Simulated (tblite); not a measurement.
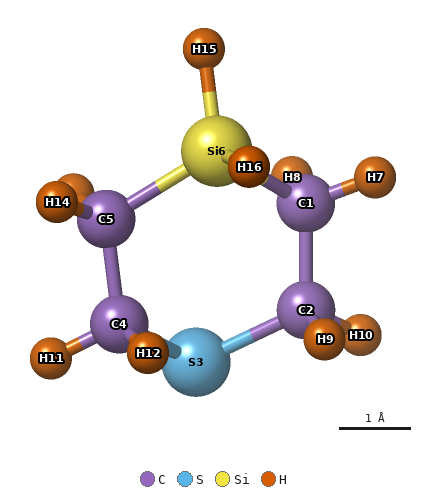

**Figure 1.** The starting structure (ball-and-stick view, seen at a tilt; atoms are numbered from 1 in the order of the input). Bond lengths as drawn: C–C 1.51 to 1.52 Å, C–H 1.09 to 1.10 Å, C–S 1.82 to 1.84 Å, C–Si 1.87 to 1.89 Å and H–Si 1.49 to 1.50 Å.

**Geometry relaxation of C4H10SSi**

System: C4H10SSi, SMILES C1CSCC[SiH2]1.
Method: GFN2-xTB geometry optimisation, gas phase (tblite 0.8.0).

Input:
```
{"job": {"xc": "GFN2-xTB", "basis": "xTB", "kind": "relax"}, "charge": 0, "multiplicity": 1}
C      1.533400     0.085400    -0.393700
C      1.267100    -1.027200     0.606500
S     -0.220100    -2.012800     0.244000
C     -1.509300    -0.720500     0.500600
C     -1.437700     0.410000    -0.499500
Si     0.163100     1.381900    -0.460200
H      2.468600     0.589900    -0.145000
H      1.663000    -0.335700    -1.389400
H      1.196800    -0.647000     1.639300
H      2.116300    -1.725300     0.606400
H     -2.485800    -1.223100     0.423000
H     -1.428400    -0.361100     1.539100
H     -1.586500     0.014700    -1.508400
H     -2.262200     1.103200    -0.326300
H      0.306900     2.274100    -1.640800
H      0.207200     2.202600     0.792900
```

The first line tells a small driver script what to run in tblite; the rest is the geometry in Å.

Run on 1 CPU thread, shared host.

Run as:
```bash
OMP_NUM_THREADS=1 python <driver script> task.json out
```

The program's output:
```
step      E/eV     max force
  0    -506.83871    1.003
  1    -506.87208    0.436
  2    -506.88863    0.239
  3    -506.89715    0.291
  4    -506.90785    0.318
  5    -506.91368    0.182
  6    -506.91739    0.156
  7    -506.91946    0.114
  8    -506.92071    0.079
  9    -506.92141    0.065
 10    -506.92185    0.056
 11    -506.92220    0.054
 12    -506.92257    0.054
 13    -506.92292    0.044
 14    -506.92323    0.039
 15    -506.92350    0.039
 16    -506.92374    0.038
 17    -506.92396    0.032
 18    -506.92416    0.036
 19    -506.92437    0.042
 20    -506.92460    0.046
 21    -506.92481    0.035
 22    -506.92496    0.029
 23    -506.92504    0.022
 24    -506.92509    0.016
 25    -506.92513    0.016
 26    -506.92516    0.016
 27    -506.92518    0.011
 28    -506.92520    0.009
 29    -506.92521    0.009
 30    -506.92522    0.008
 31    -506.92523    0.007
 32    -506.92524    0.004
 33    -506.92524    0.004
 34    -506.92524    0.004
 35    -506.92525    0.005
 36    -506.92525    0.002
```

Trajectory as extended XYZ (Å, eV, eV/Å), 12 frames, from step=0 to step=36:
```
16
Properties=species:S:1:pos:R:3:forces:R:3 step=0 energy=-506.83871
C     1.5334    0.0854   -0.3937    0.0880   0.1670  -0.0760
C     1.2671   -1.0272    0.6065    0.5290   0.0220   0.3710
S    -0.2201   -2.0128    0.2440   -0.2350   0.4060   0.0180
C    -1.5093   -0.7205    0.5006   -0.2720  -0.2170   0.3990
C    -1.4377    0.4100   -0.4995   -0.3890   0.0770  -0.3820
Si    0.1631    1.3819   -0.4602    0.3460   0.8930   0.2970
H     2.4686    0.5899   -0.1450    0.1010  -0.1780   0.0710
H     1.6630   -0.3357   -1.3894    0.0600  -0.1850  -0.0150
H     1.1968   -0.6470    1.6393   -0.1930   0.0140  -0.3370
H     2.1163   -1.7253    0.6064   -0.3130  -0.0880  -0.0900
H    -2.4858   -1.2231    0.4230    0.3800  -0.1220  -0.0390
H    -1.4284   -0.3611    1.5391    0.1730  -0.0570  -0.3050
H    -1.5865    0.0147   -1.5084   -0.0470  -0.1130   0.0750
H    -2.2622    1.1032   -0.3263   -0.1650  -0.1050   0.0800
H     0.3069    2.2741   -1.6408   -0.0510  -0.2840   0.2890
H     0.2072    2.2026    0.7929   -0.0110  -0.2320  -0.3550
16
Properties=species:S:1:pos:R:3:forces:R:3 step=3 energy=-506.89715
C     1.5380    0.0931   -0.3956    0.0770   0.0300  -0.0030
C     1.2836   -1.0201    0.6127   -0.1120   0.0630  -0.1190
S    -0.2283   -1.9893    0.2451    0.0810   0.1030  -0.0440
C    -1.5155   -0.7202    0.5066    0.0600   0.1730  -0.1300
C    -1.4477    0.4161   -0.5081    0.0070   0.0830   0.0310
Si    0.1726    1.4118   -0.4470   -0.0970  -0.2730  -0.0290
H     2.4790    0.5796   -0.1410    0.1540  -0.0750   0.0090
H     1.6659   -0.3461   -1.3877    0.0080  -0.0410   0.0700
H     1.1854   -0.6417    1.6288   -0.0620   0.1150   0.0360
H     2.1039   -1.7374    0.6012   -0.0770  -0.1290  -0.0360
H    -2.4710   -1.2372    0.4211    0.0560  -0.1700  -0.0050
H    -1.4176   -0.3606    1.5299    0.0740   0.0810   0.0450
H    -1.5907    0.0055   -1.5088   -0.0300  -0.0420   0.0260
H    -2.2773    1.0980   -0.3220   -0.1590  -0.0580   0.0000
H     0.3050    2.2615   -1.6282    0.0080   0.0120  -0.0290
H     0.2071    2.1958    0.7815    0.0130   0.1290   0.1780
16
Properties=species:S:1:pos:R:3:forces:R:3 step=6 energy=-506.91739
C     1.5515    0.0993   -0.3959    0.0420  -0.0490   0.0320
C     1.2831   -1.0103    0.6079   -0.0330  -0.0330   0.0590
S    -0.2246   -1.9648    0.2370    0.0150  -0.0790  -0.1340
C    -1.5140   -0.7047    0.5009    0.0290  -0.0790   0.0700
C    -1.4587    0.4272   -0.5112   -0.0850  -0.0480   0.0180
Si    0.1696    1.4049   -0.4395    0.0100   0.0000   0.0210
H     2.5041    0.5645   -0.1384    0.0500  -0.0060  -0.0390
H     1.6696   -0.3569   -1.3800    0.0290   0.0300  -0.0200
H     1.1724   -0.6253    1.6235    0.0460   0.0290  -0.0160
H     2.0833   -1.7563    0.5944   -0.0770   0.0670   0.0390
H    -2.4511   -1.2626    0.4199    0.0640   0.0480   0.0320
H    -1.4031   -0.3498    1.5269   -0.0260   0.0680  -0.0170
H    -1.5972   -0.0032   -1.5054   -0.0220   0.0590   0.0110
H    -2.3055    1.0883   -0.3210   -0.0450   0.0050  -0.0620
H     0.3046    2.2543   -1.6232    0.0040   0.0000  -0.0080
H     0.2084    2.2043    0.7925    0.0000  -0.0130   0.0150
16
Properties=species:S:1:pos:R:3:forces:R:3 step=9 energy=-506.92141
C     1.5572    0.0973   -0.3937   -0.0200   0.0240  -0.0150
C     1.2789   -1.0101    0.6099    0.0090   0.0140  -0.0160
S    -0.2224   -1.9660    0.2228   -0.0120   0.0240  -0.0380
C    -1.5100   -0.7070    0.5035    0.0020   0.0010  -0.0150
C    -1.4659    0.4262   -0.5090    0.0310   0.0120   0.0020
Si    0.1690    1.4017   -0.4366    0.0050   0.0230   0.0080
H     2.5137    0.5602   -0.1416   -0.0070  -0.0190  -0.0120
H     1.6733   -0.3561   -1.3797    0.0180   0.0150  -0.0050
H     1.1733   -0.6189    1.6226   -0.0150  -0.0010   0.0130
H     2.0741   -1.7557    0.5977    0.0350  -0.0140   0.0530
H    -2.4435   -1.2648    0.4236   -0.0350  -0.0050   0.0470
H    -1.4019   -0.3413    1.5258    0.0190  -0.0020  -0.0010
H    -1.6010    0.0001   -1.5045   -0.0180   0.0150  -0.0130
H    -2.3160    1.0864   -0.3265   -0.0070  -0.0150  -0.0120
H     0.3049    2.2524   -1.6224   -0.0020  -0.0270   0.0290
H     0.2087    2.2046    0.7965   -0.0030  -0.0450  -0.0240
16
Properties=species:S:1:pos:R:3:forces:R:3 step=13 energy=-506.92292
C     1.5580    0.0986   -0.3950    0.0260  -0.0270   0.0060
C     1.2794   -1.0087    0.6091    0.0040  -0.0110   0.0100
S    -0.2221   -1.9618    0.2100    0.0090   0.0020   0.0050
C    -1.5101   -0.7066    0.5025   -0.0100   0.0040   0.0050
C    -1.4665    0.4272   -0.5094   -0.0390  -0.0130  -0.0160
Si    0.1687    1.4007   -0.4351   -0.0040  -0.0300  -0.0070
H     2.5167    0.5562   -0.1449    0.0050   0.0260   0.0100
H     1.6774   -0.3527   -1.3813   -0.0100  -0.0060  -0.0130
H     1.1694   -0.6171    1.6224   -0.0350  -0.0020  -0.0230
H     2.0756   -1.7558    0.6094   -0.0030   0.0230   0.0060
H    -2.4457   -1.2651    0.4346    0.0070   0.0220   0.0100
H    -1.3963   -0.3391    1.5242    0.0340  -0.0130  -0.0100
H    -1.6049    0.0047   -1.5060    0.0110  -0.0100  -0.0130
H    -2.3207    1.0828   -0.3303    0.0030   0.0210   0.0170
H     0.3050    2.2482   -1.6188    0.0030   0.0160  -0.0220
H     0.2084    2.1974    0.7972   -0.0010  -0.0030   0.0350
16
Properties=species:S:1:pos:R:3:forces:R:3 step=16 energy=-506.92374
C     1.5613    0.0968   -0.3957   -0.0050   0.0130  -0.0040
C     1.2801   -1.0088    0.6089   -0.0140   0.0030  -0.0040
S    -0.2211   -1.9587    0.2027   -0.0140  -0.0350  -0.0030
C    -1.5110   -0.7052    0.5015    0.0300  -0.0200   0.0040
C    -1.4706    0.4269   -0.5117    0.0080   0.0030   0.0040
Si    0.1679    1.3963   -0.4351    0.0080   0.0290   0.0040
H     2.5188    0.5572   -0.1454    0.0000   0.0160   0.0060
H     1.6788   -0.3516   -1.3839    0.0030  -0.0180   0.0070
H     1.1611   -0.6160    1.6198   -0.0260   0.0170   0.0030
H     2.0776   -1.7536    0.6182   -0.0010   0.0000  -0.0090
H    -2.4474   -1.2627    0.4436    0.0060   0.0080  -0.0080
H    -1.3871   -0.3398    1.5221    0.0240   0.0110   0.0020
H    -1.6063    0.0058   -1.5092   -0.0100  -0.0170  -0.0040
H    -2.3230    1.0836   -0.3303   -0.0040   0.0240   0.0040
H     0.3054    2.2473   -1.6188   -0.0010  -0.0060   0.0100
H     0.2080    2.1913    0.8018   -0.0040  -0.0300  -0.0110
16
Properties=species:S:1:pos:R:3:forces:R:3 step=19 energy=-506.92437
C     1.5630    0.0969   -0.3967   -0.0230   0.0070   0.0000
C     1.2785   -1.0086    0.6083   -0.0130   0.0090  -0.0080
S    -0.2215   -1.9615    0.1975    0.0100   0.0020  -0.0030
C    -1.5081   -0.7061    0.5011    0.0030   0.0190  -0.0090
C    -1.4728    0.4270   -0.5133    0.0300   0.0050   0.0050
Si    0.1680    1.3956   -0.4355   -0.0090  -0.0140  -0.0160
H     2.5195    0.5606   -0.1448   -0.0240  -0.0150  -0.0040
H     1.6802   -0.3535   -1.3844    0.0140  -0.0020   0.0210
H     1.1505   -0.6129    1.6175   -0.0100   0.0040  -0.0060
H     2.0783   -1.7511    0.6232   -0.0160   0.0050  -0.0030
H    -2.4474   -1.2593    0.4488    0.0130  -0.0020  -0.0030
H    -1.3761   -0.3391    1.5205    0.0140   0.0040  -0.0060
H    -1.6086    0.0043   -1.5112   -0.0170   0.0070   0.0320
H    -2.3240    1.0872   -0.3294    0.0300  -0.0280  -0.0080
H     0.3057    2.2466   -1.6181    0.0010   0.0080   0.0030
H     0.2071    2.1828    0.8048   -0.0030  -0.0090   0.0040
16
Properties=species:S:1:pos:R:3:forces:R:3 step=22 energy=-506.92496
C     1.5615    0.0976   -0.3975    0.0000  -0.0220   0.0020
C     1.2748   -1.0071    0.6071   -0.0050  -0.0020   0.0090
S    -0.2210   -1.9638    0.1916    0.0010   0.0270  -0.0040
C    -1.5040   -0.7053    0.5000    0.0000  -0.0030   0.0090
C    -1.4710    0.4272   -0.5140   -0.0060  -0.0170  -0.0020
Si    0.1675    1.3943   -0.4377    0.0060   0.0000  -0.0060
H     2.5170    0.5619   -0.1443   -0.0120  -0.0100   0.0080
H     1.6837   -0.3560   -1.3823    0.0060   0.0010  -0.0110
H     1.1385   -0.6092    1.6143    0.0020  -0.0060  -0.0030
H     2.0764   -1.7477    0.6275   -0.0140   0.0120   0.0020
H    -2.4451   -1.2560    0.4535    0.0120   0.0010   0.0020
H    -1.3631   -0.3376    1.5180    0.0010  -0.0030  -0.0020
H    -1.6136    0.0034   -1.5094   -0.0020   0.0000  -0.0060
H    -2.3211    1.0873   -0.3293    0.0090  -0.0110   0.0100
H     0.3062    2.2472   -1.6170    0.0020   0.0250  -0.0140
H     0.2057    2.1727    0.8079   -0.0020   0.0070   0.0070
16
Properties=species:S:1:pos:R:3:forces:R:3 step=26 energy=-506.92516
C     1.5609    0.0961   -0.3983    0.0000   0.0100  -0.0050
C     1.2728   -1.0067    0.6074    0.0000   0.0010  -0.0040
S    -0.2210   -1.9622    0.1887   -0.0010  -0.0160  -0.0030
C    -1.5024   -0.7052    0.5005    0.0000   0.0030  -0.0040
C    -1.4706    0.4259   -0.5146    0.0030   0.0080  -0.0030
Si    0.1680    1.3946   -0.4396   -0.0040   0.0020  -0.0070
H     2.5150    0.5607   -0.1427    0.0050  -0.0030   0.0060
H     1.6858   -0.3570   -1.3832    0.0010  -0.0020   0.0010
H     1.1350   -0.6083    1.6140    0.0000   0.0020   0.0040
H     2.0745   -1.7460    0.6295    0.0030  -0.0070   0.0040
H    -2.4432   -1.2555    0.4556   -0.0030  -0.0040   0.0050
H    -1.3589   -0.3373    1.5178   -0.0010   0.0010   0.0040
H    -1.6155    0.0027   -1.5101    0.0000  -0.0020   0.0010
H    -2.3196    1.0861   -0.3274   -0.0040   0.0000   0.0050
H     0.3066    2.2509   -1.6179    0.0000   0.0070   0.0060
H     0.2050    2.1703    0.8090    0.0000   0.0010  -0.0110
16
Properties=species:S:1:pos:R:3:forces:R:3 step=29 energy=-506.92521
C     1.5608    0.0963   -0.3988    0.0030  -0.0040   0.0050
C     1.2722   -1.0066    0.6072    0.0010  -0.0030  -0.0010
S    -0.2211   -1.9633    0.1878    0.0010   0.0030   0.0050
C    -1.5019   -0.7052    0.5004   -0.0010  -0.0030   0.0000
C    -1.4703    0.4260   -0.5150   -0.0040  -0.0030   0.0040
Si    0.1680    1.3951   -0.4409    0.0000  -0.0050  -0.0020
H     2.5150    0.5601   -0.1415    0.0020   0.0000  -0.0010
H     1.6865   -0.3575   -1.3834    0.0010   0.0020   0.0040
H     1.1340   -0.6080    1.6140   -0.0020  -0.0020  -0.0090
H     2.0740   -1.7461    0.6304   -0.0010   0.0010   0.0010
H    -2.4429   -1.2556    0.4565    0.0000   0.0020   0.0020
H    -1.3579   -0.3373    1.5180    0.0010  -0.0030  -0.0060
H    -1.6160    0.0022   -1.5102   -0.0010   0.0030   0.0050
H    -2.3194    1.0858   -0.3262   -0.0010   0.0000  -0.0010
H     0.3067    2.2532   -1.6177    0.0000   0.0070   0.0020
H     0.2047    2.1698    0.8080    0.0000   0.0040  -0.0060
16
Properties=species:S:1:pos:R:3:forces:R:3 step=32 energy=-506.92524
C     1.5611    0.0962   -0.3986    0.0010  -0.0020   0.0000
C     1.2720   -1.0069    0.6069    0.0000  -0.0010   0.0010
S    -0.2210   -1.9637    0.1876   -0.0020   0.0020   0.0000
C    -1.5017   -0.7055    0.5002    0.0000  -0.0030   0.0020
C    -1.4706    0.4259   -0.5148    0.0000  -0.0020   0.0010
Si    0.1679    1.3948   -0.4420    0.0030   0.0000   0.0020
H     2.5153    0.5597   -0.1408   -0.0010   0.0010  -0.0010
H     1.6873   -0.3575   -1.3831    0.0030   0.0000  -0.0010
H     1.1331   -0.6080    1.6132   -0.0030   0.0010   0.0010
H     2.0738   -1.7463    0.6312    0.0020   0.0000  -0.0020
H    -2.4428   -1.2556    0.4575   -0.0020   0.0000  -0.0020
H    -1.3573   -0.3375    1.5175    0.0030   0.0000   0.0020
H    -1.6165    0.0023   -1.5099   -0.0040   0.0000  -0.0020
H    -2.3197    1.0855   -0.3255    0.0000   0.0010  -0.0010
H     0.3069    2.2554   -1.6171   -0.0010  -0.0010   0.0020
H     0.2046    2.1701    0.8064    0.0000   0.0040  -0.0020
16
Properties=species:S:1:pos:R:3:forces:R:3 step=36 energy=-506.92525
C     1.5613    0.0959   -0.3986    0.0000   0.0010  -0.0010
C     1.2719   -1.0071    0.6070    0.0000   0.0010  -0.0010
S    -0.2212   -1.9638    0.1876    0.0010  -0.0020  -0.0010
C    -1.5017   -0.7058    0.5004    0.0000   0.0020  -0.0010
C    -1.4706    0.4256   -0.5148    0.0000   0.0010  -0.0010
Si    0.1681    1.3945   -0.4421   -0.0020  -0.0010   0.0000
H     2.5153    0.5597   -0.1406    0.0000   0.0000   0.0010
H     1.6881   -0.3574   -1.3832    0.0010  -0.0010   0.0000
H     1.1324   -0.6079    1.6131    0.0010  -0.0010   0.0000
H     2.0740   -1.7464    0.6312   -0.0010   0.0000   0.0010
H    -2.4431   -1.2556    0.4575    0.0010   0.0000   0.0010
H    -1.3566   -0.3376    1.5176   -0.0010  -0.0010   0.0000
H    -1.6173    0.0024   -1.5100    0.0000   0.0000   0.0010
H    -2.3196    1.0855   -0.3255    0.0010   0.0000   0.0010
H     0.3068    2.2559   -1.6166    0.0000  -0.0020   0.0000
H     0.2046    2.1710    0.8056    0.0000   0.0020   0.0000
```

Summary:

```json
{"quantity": "outcome", "value": "converged"}
{"quantity": "total energy", "value": "−506.9252 eV"}
{"quantity": "peak memory", "value": "0.18 GiB"}
```
